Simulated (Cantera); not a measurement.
Feed: 1 mol Si(CH₃)₄, 0.53 mol C₂H₄, 58 mol H₂, 0.013 mol CH₄, at 8200 Pa.

Cantera equilibrium calculation (NASA polynomials, part measured and part estimated; ideal gas, pure solids and liquids). Candidate condensed phases: C, C₆H₆, C₇H₈, C₈H₁₈, Si, SiC; 87 gas species. Gases not in the tables: Si₂H₆ and higher silanes. Equilibrium is a limit: real reactors are often held back by kinetics, nucleation or transport.

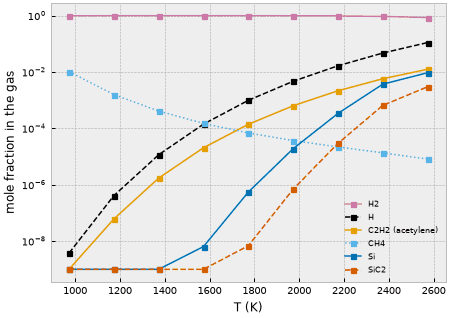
Fig. 1. Equilibrium gas composition (values under 1e-9 drawn at 1e-9)

Read off the mole fractions at 1573 K.

H₂ about 1.00, CH₄ about 0.00015, H about 0.00014, C₂H₂ (acetylene) about 2.1e-5.
